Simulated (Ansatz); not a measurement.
Geometry relaxation of Ta$_{16}$Ti (part 2 of 2)

The same run, continued: Ta$_{16}$Ti (slab, 17 atoms in the cell); DFT PBE-D3(BJ), scalar-relativistic, plane waves, PAW, PAW set soft_1, no spin polarisation (Ansatz 0.2.0); cutoff 420 eV, 3×3×1 k-mesh, Gaussian smearing of 0.05 eV. The input holds or restrains some coordinates. Forces given for the steps count only the free coordinates. It belongs to a series of runs on one base structure; here: end point B relaxed.

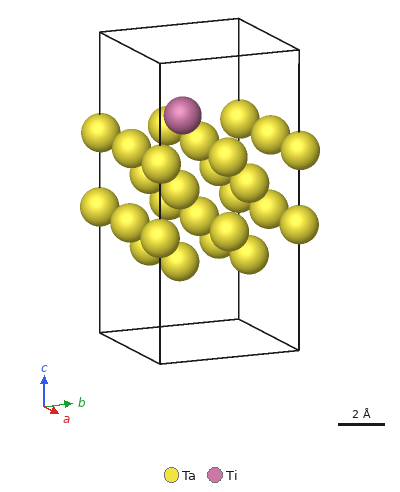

**Figure 1.** The geometry at step 9 of the log (spheres-only view of the cell of the calculation, with the vacuum cut short, seen slightly off an axis).

### Output, continued
```
  k-point 0: bands = ["-62.9061", "-62.8973", "-62.8888", "-62.8526", "-62.6276", "-62.6129", "-62.6129", "-62.6048", "-62.2204", "-62.1491", "-62.1427", "-62.1097", "-61.9967", "-61.9967", "-61.9888", "-61.9818", "-51.1471", "-29.6567", "-29.6538", "-29.6538", "-29.6466", "-29.6110", "-29.6110", "-29.5184", "-29.4436", "-29.4379", "-29.4379", "-29.4135", "-29.3699", "-29.3699", "-29.3353", "-29.3132", "-29.3132", "-29.2423", "-29.2423", "-29.2080", "-29.1853", "-29.0976", "-29.0976", "-28.9959", "-28.8794", "-28.8286", "-28.7676", "-28.7676", "-28.7433", "-28.7433", "-28.7367", "-28.7308", "-28.6589", "-28.6122", "-28.6122", "-28.5786", "-28.5786", "-28.5635", "-28.4579", "-28.4533", "-28.3678", "-28.2936", "-28.2900", "-28.2798", "-28.2798", "-28.2614", "-28.2614", "-28.2334", "-28.2334", "-27.5330", "-27.3684", "-27.3683", "-2.3143", "-0.2850", "0.7034", "0.7034", "0.7514", "0.7699", "1.2089", "1.2169", "1.2365", "1.5815", "1.6287", "1.6287", "1.6314", "1.6545", "1.8417", "2.5434", "3.0633", "3.0889", "3.3622", "3.3622", "3.5121", "3.5122", "3.5855", "3.6014", "3.6118", "3.6118", "3.6229", "3.6720", "3.6720", "3.6780", "4.0648", "4.4665", "4.4665", "4.5689", "4.8594", "4.8595", "4.8754", "5.0075", "5.0712", "5.2003", "5.2004", "5.2636", "5.2821", "5.4916", "5.6281", "5.6281", "5.7920", "5.7921", "5.7980", "5.8226", "6.2053", "6.2471", "6.2471", "6.5804", "6.5804", "6.8784", "6.9429", "6.9430", "7.0785", "7.0875", "7.0875", "7.3312", "7.3312", "7.3403"]
  k-point 1: bands = ["-62.9036", "-62.8984", "-62.8899", "-62.8530", "-62.6244", "-62.6161", "-62.6114", "-62.6063", "-62.2202", "-62.1476", "-62.1441", "-62.1107", "-61.9948", "-61.9930", "-61.9908", "-61.9849", "-51.1471", "-29.6336", "-29.6228", "-29.6213", "-29.6134", "-29.5985", "-29.5561", "-29.5456", "-29.4473", "-29.4403", "-29.4293", "-29.4095", "-29.4051", "-29.3406", "-29.3258", "-29.3110", "-29.2999", "-29.2913", "-29.2755", "-29.2042", "-29.1979", "-29.1530", "-29.0903", "-29.0393", "-28.9739", "-28.8290", "-28.8069", "-28.7985", "-28.7628", "-28.7392", "-28.7345", "-28.7148", "-28.6812", "-28.6132", "-28.5997", "-28.5746", "-28.5275", "-28.4627", "-28.4026", "-28.3808", "-28.3269", "-28.3094", "-28.3053", "-28.2964", "-28.2949", "-28.2914", "-28.2729", "-28.2703", "-28.2559", "-27.5317", "-27.3695", "-27.3691", "-1.7530", "-0.3450", "0.0852", "0.6911", "1.2271", "1.2383", "1.3990", "1.4198", "1.4546", "1.5216", "1.7692", "1.9336", "1.9387", "1.9491", "2.0157", "2.7411", "2.8503", "2.9029", "2.9688", "3.1351", "3.1651", "3.2511", "3.3588", "3.3961", "3.4775", "3.7260", "3.8369", "3.8732", "3.9656", "4.0195", "4.2023", "4.2341", "4.2793", "4.3775", "4.4621", "4.6212", "4.7007", "4.7147", "4.9038", "4.9659", "4.9931", "5.1517", "5.2847", "5.3391", "5.4991", "5.6019", "5.6642", "5.7661", "5.7841", "5.8414", "5.9680", "6.0766", "6.0882", "6.1996", "6.2137", "6.4213", "6.4428", "6.5719", "6.6731", "6.8133", "6.9385", "7.2114", "7.3421", "7.4173"]
  k-point 2: bands = ["-62.9013", "-62.8985", "-62.8916", "-62.8535", "-62.6216", "-62.6143", "-62.6139", "-62.6083", "-62.2200", "-62.1464", "-62.1448", "-62.1118", "-61.9931", "-61.9921", "-61.9911", "-61.9868", "-51.1471", "-29.6115", "-29.5965", "-29.5870", "-29.5838", "-29.5533", "-29.5469", "-29.5431", "-29.4468", "-29.4423", "-29.4196", "-29.4029", "-29.4000", "-29.3913", "-29.3528", "-29.3506", "-29.2900", "-29.2817", "-29.2542", "-29.2001", "-29.1893", "-29.1523", "-29.1170", "-29.0981", "-29.0542", "-28.8786", "-28.8070", "-28.8064", "-28.7503", "-28.7331", "-28.7168", "-28.6984", "-28.6509", "-28.6475", "-28.5842", "-28.5775", "-28.5525", "-28.4184", "-28.3862", "-28.3792", "-28.3469", "-28.3323", "-28.3030", "-28.3004", "-28.2933", "-28.2768", "-28.2748", "-28.2640", "-28.2439", "-27.5318", "-27.3694", "-27.3685", "-1.2243", "0.0656", "0.0927", "0.5321", "0.8694", "1.2688", "1.3058", "1.9096", "1.9321", "2.0023", "2.0507", "2.1310", "2.2296", "2.4163", "2.4761", "2.6077", "2.7637", "2.7907", "2.8139", "2.9280", "3.1322", "3.3707", "3.3768", "3.4705", "3.5773", "3.6139", "3.6566", "3.7342", "3.7394", "3.8486", "3.9271", "4.0601", "4.1356", "4.1447", "4.2540", "4.2892", "4.3391", "4.4447", "4.4924", "4.6899", "4.7895", "4.8225", "4.9352", "5.0139", "5.2399", "5.4030", "5.4569", "5.5035", "5.5504", "5.5594", "5.7109", "5.8182", "5.8361", "5.8387", "5.8492", "6.1918", "6.2975", "6.4031", "6.5997", "6.6830", "6.8293", "7.1061", "7.1199", "7.2200"]
  k-point 3: bands = ["-62.9013", "-62.8985", "-62.8916", "-62.8535", "-62.6216", "-62.6142", "-62.6140", "-62.6083", "-62.2200", "-62.1464", "-62.1448", "-62.1118", "-61.9931", "-61.9921", "-61.9911", "-61.9868", "-51.1471", "-29.6115", "-29.5965", "-29.5870", "-29.5838", "-29.5533", "-29.5469", "-29.5431", "-29.4468", "-29.4423", "-29.4196", "-29.4028", "-29.4001", "-29.3913", "-29.3529", "-29.3506", "-29.2900", "-29.2817", "-29.2542", "-29.2001", "-29.1893", "-29.1523", "-29.1170", "-29.0981", "-29.0542", "-28.8786", "-28.8069", "-28.8065", "-28.7503", "-28.7331", "-28.7168", "-28.6984", "-28.6509", "-28.6475", "-28.5842", "-28.5774", "-28.5525", "-28.4184", "-28.3862", "-28.3792", "-28.3469", "-28.3323", "-28.3030", "-28.3004", "-28.2933", "-28.2768", "-28.2748", "-28.2640", "-28.2439", "-27.5318", "-27.3694", "-27.3684", "-1.2243", "0.0656", "0.0927", "0.5321", "0.8694", "1.2687", "1.3058", "1.9096", "1.9321", "2.0022", "2.0507", "2.1310", "2.2296", "2.4163", "2.4761", "2.6077", "2.7637", "2.7907", "2.8139", "2.9280", "3.1322", "3.3707", "3.3768", "3.4704", "3.5774", "3.6138", "3.6566", "3.7342", "3.7394", "3.8486", "3.9271", "4.0601", "4.1356", "4.1446", "4.2540", "4.2891", "4.3391", "4.4447", "4.4924", "4.6899", "4.7895", "4.8225", "4.9352", "5.0139", "5.2399", "5.4030", "5.4570", "5.5035", "5.5504", "5.5593", "5.7109", "5.8182", "5.8366", "5.8382", "5.8492", "6.1918", "6.2974", "6.4031", "6.5996", "6.6830", "6.8293", "7.1061", "7.1199", "7.2200"]
--- Relaxed structure (14 steps of the walk, 14 accepted, 0 SCFs on fresh bases) ---
  F+E_penalty+E_count = -161423.69744335 eV   max|allowed force component| = 2.131e-2 eV/Å
  atoms:
    - { symbol: Ta, position: [0.25, 0.25, 0.05566379] }
    - { symbol: Ta, position: [0.7499999999999999, 0.25, 0.05566379] }
    - { symbol: Ta, position: [0.25, 0.7499999999999999, 0.05566379] }
    - { symbol: Ta, position: [0.7499999999999999, 0.7499999999999999, 0.05566379] }
    - { symbol: Ta, position: [-0.00032435135918603146, 0.00032435135918603146, 0.1367428868020687] }
    - { symbol: Ta, position: [0.5003280879389319, 0.0003048058583466359, 0.1367452197847576] }
    - { symbol: Ta, position: [-0.0003048058583466359, 0.4996719120610681, 0.1367452197847576] }
    - { symbol: Ta, position: [0.5002997838621874, 0.4997002161378125, 0.1367470812547551] }
    - { symbol: Ta, position: [0.25002644882316005, 0.24992232741888565, 0.22779574245033032] }
    - { symbol: Ta, position: [0.7500010154454152, 0.24999898455458455, 0.2271979679886465] }
    - { symbol: Ta, position: [0.25004229939116995, 0.74995770060883, 0.23193600030647885] }
    - { symbol: Ta, position: [0.7500776725811142, 0.7499735511768402, 0.22779574245033032] }
    - { symbol: Ta, position: [-0.007839385336211256, 0.007839385336211256, 0.31781853685524464] }
    - { symbol: Ta, position: [0.5079407304841144, 0.007654558288241627, 0.3177976848989205] }
    - { symbol: Ta, position: [-0.007654558288241627, 0.4920592695158856, 0.3177976848989205] }
    - { symbol: Ta, position: [0.507753780795032, 0.49224621920496797, 0.3177693996930235] }
    - { symbol: Ti, position: [0.7499322359621318, 0.25006776403786796, 0.39442613338746946] }
```

### Trajectory as extended XYZ (Å, eV, eV/Å), 6 of the 14 frames kept, from step=1 to step=14
```
17
Lattice="6.6200 0.0000 0.0000 0.0000 6.6200 0.0000 0.0000 0.0000 17.9650" Properties=species:S:1:pos:R:3:forces:R:3 step=1 energy=-161418.99684
Ta    1.6550    1.6550    1.0000   -0.0272  -0.0142   1.0649
Ta    4.9650    1.6550    1.0000    0.0390  -0.0390   1.0862
Ta    1.6550    4.9650    1.0000   -0.0171   0.0171   1.1083
Ta    4.9650    4.9650    1.0000    0.0142   0.0272   1.0649
Ta    0.0000    0.0000    2.6550   -0.0394   0.0394  -0.5078
Ta    3.3100    0.0000    2.6550    0.0432   0.0156  -0.5272
Ta    0.0000    3.3100    2.6550   -0.0156  -0.0432  -0.5272
Ta    3.3100    3.3100    2.6550    0.0219  -0.0219  -0.6215
Ta    1.6550    1.6550    4.3100   -0.0508  -0.0449   0.2860
Ta    4.9650    1.6550    4.3100    0.0017  -0.0017   0.3277
Ta    1.6550    4.9650    4.3100   -0.0033   0.0033   0.4053
Ta    4.9650    4.9650    4.3100    0.0449   0.0508   0.2860
Ta    0.0000    0.0000    5.9650   -0.0896   0.0896  -0.7107
Ta    3.3100    0.0000    5.9650    0.0785   0.2172  -0.4048
Ta    0.0000    3.3100    5.9650   -0.2172  -0.0785  -0.4048
Ta    3.3100    3.3100    5.9650    0.0370  -0.0370  -0.1878
Ti    4.4133    2.2067    8.9550    0.1800  -0.1800  -1.7349
17
Lattice="6.6200 0.0000 0.0000 0.0000 6.6200 0.0000 0.0000 0.0000 17.9650" Properties=species:S:1:pos:R:3:forces:R:3 step=4 energy=-161420.42318
Ta    1.6550    1.6550    1.0000    0.0102   0.0000   0.6046
Ta    4.9650    1.6550    1.0000    0.0074  -0.0074   0.6412
Ta    1.6550    4.9650    1.0000    0.0069  -0.0069   0.7223
Ta    4.9650    4.9650    1.0000    0.0000  -0.0102   0.6046
Ta   -0.0055    0.0055    2.5961   -0.0228   0.0228  -0.1338
Ta    3.3123    0.0035    2.5872   -0.0021   0.0079  -0.1397
Ta   -0.0035    3.3077    2.5872   -0.0079   0.0021  -0.1397
Ta    3.3097    3.3103    2.5797   -0.0205   0.0205  -0.1457
Ta    1.6500    1.6578    4.2502   -0.0237  -0.0082  -0.1411
Ta    4.9539    1.6661    4.2625   -0.0061   0.0061  -0.0931
Ta    1.6552    4.9648    4.2662    0.0006  -0.0006  -0.1802
Ta    4.9622    4.9700    4.2502    0.0082   0.0237  -0.1411
Ta   -0.0191    0.0191    5.8171   -0.1227   0.1227   0.0426
Ta    3.3127    0.0277    5.8525    0.1643   0.3503   0.3806
Ta   -0.0277    3.3073    5.8525   -0.3503  -0.1643   0.3806
Ta    3.2930    3.3270    5.8830    0.2634  -0.2634   0.7596
Ti    4.5005    2.1195    8.3859    0.0952  -0.0952  -3.0292
17
Lattice="6.6200 0.0000 0.0000 0.0000 6.6200 0.0000 0.0000 0.0000 17.9650" Properties=species:S:1:pos:R:3:forces:R:3 step=6 energy=-161421.67925
Ta    1.6550    1.6550    1.0000    0.0113   0.0235   0.6091
Ta    4.9650    1.6550    1.0000   -0.0156   0.0156   0.6665
Ta    1.6550    4.9650    1.0000    0.0417  -0.0417   0.8365
Ta    4.9650    4.9650    1.0000   -0.0235  -0.0113   0.6091
Ta   -0.0068    0.0068    2.5830    0.0004  -0.0004  -0.1063
Ta    3.3110    0.0036    2.5729   -0.0105  -0.0040  -0.1160
Ta   -0.0036    3.3090    2.5729    0.0040   0.0105  -0.1160
Ta    3.3062    3.3138    2.5643   -0.0303   0.0303  -0.1273
Ta    1.6464    1.6593    4.2401   -0.0339   0.0181  -0.0419
Ta    4.9515    1.6685    4.2528   -0.0383   0.0383   0.0185
Ta    1.6583    4.9617    4.2592    0.0367  -0.0367  -0.0082
Ta    4.9607    4.9736    4.2401   -0.0181   0.0339  -0.0419
Ta   -0.0356    0.0356    5.8171   -0.2466   0.2466   0.0707
Ta    3.3297    0.0678    5.8864    0.1656   0.3371   0.2098
Ta   -0.0678    3.2903    5.8864   -0.3371  -0.1656   0.2098
Ta    3.3143    3.3057    5.9436    0.0805  -0.0805   0.0938
Ti    4.5266    2.0934    8.0005    0.4135  -0.4135  -2.7660
17
Lattice="6.6200 0.0000 0.0000 0.0000 6.6200 0.0000 0.0000 0.0000 17.9650" Properties=species:S:1:pos:R:3:forces:R:3 step=9 energy=-161423.14064
Ta    1.6550    1.6550    1.0000    0.0210   0.0423   0.5467
Ta    4.9650    1.6550    1.0000   -0.0575   0.0575   0.7567
Ta    1.6550    4.9650    1.0000   -0.0202   0.0202   0.7439
Ta    4.9650    4.9650    1.0000   -0.0423  -0.0210   0.5467
Ta   -0.0112    0.0112    2.5470   -0.0307   0.0307  -0.1751
Ta    3.3114    0.0064    2.5362    0.0036   0.0316  -0.1235
Ta   -0.0064    3.3086    2.5362   -0.0316  -0.0036  -0.1235
Ta    3.3052    3.3148    2.5233    0.0001  -0.0001  -0.0957
Ta    1.6343    1.6547    4.2072   -0.0688   0.0410  -0.1218
Ta    4.9402    1.6798    4.2142   -0.0010   0.0010  -0.0446
Ta    1.6475    4.9725    4.2526    0.0347  -0.0347   0.0860
Ta    4.9653    4.9857    4.2072   -0.0410   0.0688  -0.1218
Ta   -0.1069    0.1069    5.8433   -0.2971   0.2971   0.1856
Ta    3.3544    0.0670    5.8711    0.0898   0.1366  -0.0676
Ta   -0.0670    3.2656    5.8711   -0.1366  -0.0898  -0.0676
Ta    3.2841    3.3359    5.8848   -0.0147   0.0147  -0.4669
Ti    4.7081    1.9119    7.4726    0.5940  -0.5940  -1.4568
17
Lattice="6.6200 0.0000 0.0000 0.0000 6.6200 0.0000 0.0000 0.0000 17.9650" Properties=species:S:1:pos:R:3:forces:R:3 step=11 energy=-161423.62434
Ta    1.6550    1.6550    1.0000    0.0055   0.0532  -0.3031
Ta    4.9650    1.6550    1.0000   -0.0561   0.0561  -0.0735
Ta    1.6550    4.9650    1.0000   -0.0075   0.0075  -0.0978
Ta    4.9650    4.9650    1.0000   -0.0532  -0.0055  -0.3031
Ta   -0.0081    0.0081    2.4403    0.0120  -0.0120  -0.0788
Ta    3.3068    0.0058    2.4410   -0.0313   0.0254  -0.0438
Ta   -0.0058    3.3132    2.4410   -0.0254   0.0313  -0.0438
Ta    3.3041    3.3159    2.4406    0.0019  -0.0019   0.0089
Ta    1.6276    1.6519    4.0555    0.0817   0.0387   0.2616
Ta    4.9534    1.6666    4.0437   -0.0736   0.0736   0.5102
Ta    1.6440    4.9760    4.1196   -0.0507   0.0507   0.2827
Ta    4.9681    4.9924    4.0555   -0.0387  -0.0817   0.2616
Ta   -0.1086    0.1086    5.7045   -0.0819   0.0819   0.1780
Ta    3.3524    0.0560    5.6918    0.0561   0.0962   0.0098
Ta   -0.0560    3.2676    5.6918   -0.0962  -0.0561   0.0098
Ta    3.2963    3.3237    5.6624    0.0805  -0.0805  -0.0782
Ti    4.8260    1.7940    7.1161    0.2766  -0.2766  -0.5079
17
Lattice="6.6200 0.0000 0.0000 0.0000 6.6200 0.0000 0.0000 0.0000 17.9650" Properties=species:S:1:pos:R:3:forces:R:3 step=14 energy=-161423.69744
Ta    1.6550    1.6550    1.0000   -0.0001   0.0001  -0.1207
Ta    4.9650    1.6550    1.0000   -0.0004   0.0004   0.1695
Ta    1.6550    4.9650    1.0000   -0.0003   0.0003   0.0854
Ta    4.9650    4.9650    1.0000   -0.0001   0.0001  -0.1207
Ta   -0.0021    0.0021    2.4566   -0.0003   0.0003  -0.0001
Ta    3.3122    0.0020    2.4566    0.0017   0.0022  -0.0002
Ta   -0.0020    3.3078    2.4566   -0.0022  -0.0017  -0.0002
Ta    3.3120    3.3080    2.4567    0.0044  -0.0044   0.0000
Ta    1.6552    1.6545    4.0924   -0.0002   0.0014  -0.0155
Ta    4.9650    1.6550    4.0816    0.0022  -0.0022   0.0191
Ta    1.6553    4.9647    4.1667   -0.0019   0.0019   0.0097
Ta    4.9655    4.9648    4.0924   -0.0014   0.0002  -0.0155
Ta   -0.0519    0.0519    5.7096   -0.0001   0.0001   0.0029
Ta    3.3626    0.0507    5.7092   -0.0008   0.0029   0.0024
Ta   -0.0507    3.2574    5.7092   -0.0029   0.0008   0.0024
Ta    3.3613    3.2587    5.7087    0.0020  -0.0020   0.0030
Ti    4.9646    1.6554    7.0859    0.0002  -0.0002  -0.0213
```

This output came from the following input.

### Input file
```yaml
crystal:
  lattice:
    - [6.62, 0.0, 0.0]
    - [0.0, 6.62, 0.0]
    - [0.0, 0.0, 17.965]
  atoms:
    - { symbol: Ta, position: [0.25, 0.25, 0.05566379] }
    - { symbol: Ta, position: [0.75, 0.25, 0.05566379] }
    - { symbol: Ta, position: [0.25, 0.75, 0.05566379] }
    - { symbol: Ta, position: [0.75, 0.75, 0.05566379] }
    - { symbol: Ta, position: [0.0, 0.0, 0.14778736] }
    - { symbol: Ta, position: [0.5, 0.0, 0.14778736] }
    - { symbol: Ta, position: [0.0, 0.5, 0.14778736] }
    - { symbol: Ta, position: [0.5, 0.5, 0.14778736] }
    - { symbol: Ta, position: [0.25, 0.25, 0.23991094] }
    - { symbol: Ta, position: [0.75, 0.25, 0.23991094] }
    - { symbol: Ta, position: [0.25, 0.75, 0.23991094] }
    - { symbol: Ta, position: [0.75, 0.75, 0.23991094] }
    - { symbol: Ta, position: [0.0, 0.0, 0.33203451] }
    - { symbol: Ta, position: [0.5, 0.0, 0.33203451] }
    - { symbol: Ta, position: [0.0, 0.5, 0.33203451] }
    - { symbol: Ta, position: [0.5, 0.5, 0.33203451] }
    - { symbol: Ti, position: [0.66666667, 0.33333333, 0.49846925] }
basis:
  ecutwfc: 420.0
kpoints:
  mp_grid: { grid: [3, 3, 1] }
hamiltonian:
  xc: pbe
  dispersion: d3bj
  pseudopotentials: { kind: paw, azcp: { folder: soft_1 } }
scf:
  occupations: { method: gaussian, width: 0.05 }
  lower_state_search: "off"
relax:
  f_tol: 0.03
  max_steps: 60
  adjacent_minimum: "off"
  constraints: [{ sites: [0, 1, 2, 3] }]
```

Command:
```bash
ansatz run input.yaml --threads 4 --pin off --max-ram 10240MiB --backend cpu --events-out ev --progress --plain --runs-dir out
```

### Summary

| quantity | value |
| --- | --- |
| outcome | converged under the restraints of the input |
| electrons treated | 220 |
| free energy | −161423.6974 eV |
| Fermi energy | 5.065 eV |
| final volume | 787.31 Å³ |
| largest force (length of the vector) at the end, held atoms and coordinates included | 0.169 eV/Å |
| hardware | 4 threads of Arm Neoverse V2, 24 GiB of memory available, shared host |
| wall time | 3.7 min (CPU time 12 min) |
| peak memory | 2.1 GiB |

### Remarks

Spin–orbit coupling is left out, which matters for Ta.
